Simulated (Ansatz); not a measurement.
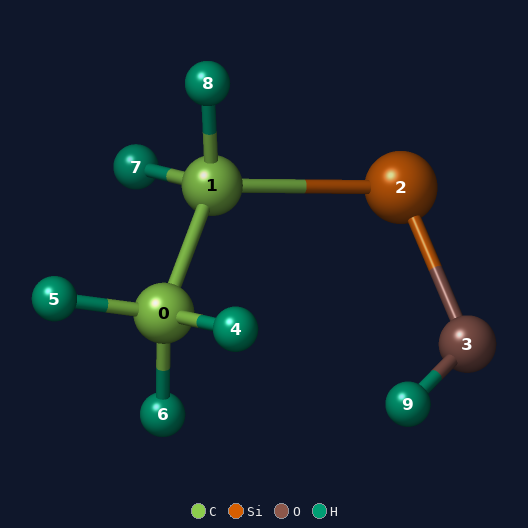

The picture shows the input geometry. Atoms are numbered from 0, in the order of the input.

Ansatz 0.2.0 input:

```yaml
crystal:
  periodic: [false, false, false]
  atoms:
    - {symbol: C, position_ang: [0.080032, 0.881368, -0.453338]}
    - {symbol: C, position_ang: [-0.715846, 0.060612, 0.550686]}
    - {symbol: Si, position_ang: [-0.178597, -1.735301, 0.939292]}
    - {symbol: O, position_ang: [1.139482, -1.927535, -0.041575]}
    - {symbol: H, position_ang: [0.087696, 0.412371, -1.442790]}
    - {symbol: H, position_ang: [-0.329362, 1.885898, -0.587385]}
    - {symbol: H, position_ang: [1.120920, 1.006731, -0.137653]}
    - {symbol: H, position_ang: [-0.760240, 0.568173, 1.525956]}
    - {symbol: H, position_ang: [-1.771465, -0.013506, 0.248445]}
    - {symbol: H, position_ang: [1.410378, -1.189913, -0.598735]}
basis:
  gaussian: {orbitals: "6-31G*"}
hamiltonian: {xc: {name: revPBE}}
md: {timestep: 2 fs, n_steps: 50, ensemble: nve, temperature: 1000, initial_velocities: maxwell_boltzmann, seed: 54}
```

It was started with:

```sh
ansatz run in.yaml --threads 4 --pin off --events-out ev --progress --plain --max-ram 10444MiB
```

Result (its end):

```
mean field -12092.13892687 eV, -444.3779092162 hartree, gradient 2.9e-5 eV, S^2 0.000000; 1 other end points of the search recorded, 0 dependent functions left out
the calculation of the forces begins
reference -12092.13896153 eV, -444.3779104900 hartree; 20, 20 occupied and 56, 56 virtual orbitals, 939 factors
md step    50: t =   100.00 fs  T =   482.2 K  F+E_penalty+E_count = -12092.13892687 eV  E_kin = 0.498667 eV  conserved = -12091.64025940 eV  (29 SCF iters)
Total energy: -12092.13896153 eV, -444.3779104900 hartree
Atom 0 at     0.052505     1.149637    -0.038770 Å, force     0.691391     1.276872    -1.622318 eV/Å
Atom 1 at    -0.838718    -0.144251     0.001893 Å, force     0.083756     0.507431     0.731992 eV/Å
Atom 2 at     0.097161    -1.510235     1.094560 Å, force    -0.476928     0.746050    -0.585193 eV/Å
Atom 3 at     0.838323    -2.326665    -0.152625 Å, force     0.712091    -1.089417    -0.610445 eV/Å
Atom 4 at    -0.070399     1.659210    -1.190231 Å, force     0.710922    -1.135759     3.007053 eV/Å
Atom 5 at    -0.337437     1.929598     0.698494 Å, force     0.658224    -0.731143    -0.706083 eV/Å
Atom 6 at     1.201144     0.936698     0.197400 Å, force    -1.935522     0.633931    -0.641836 eV/Å
Atom 7 at    -1.779963     0.145853     0.512568 Å, force    -0.119074    -0.164759    -0.303602 eV/Å
Atom 8 at    -1.057953    -0.414320    -1.044684 Å, force    -0.161462    -0.430211     0.095425 eV/Å
Atom 9 at     0.691452    -2.278626    -1.129828 Å, force    -0.163397     0.387005     0.635009 eV/Å
Dipole moment:    -0.183217     0.127931    -0.398514 e Å
```

The calculation finished and met its thresholds.
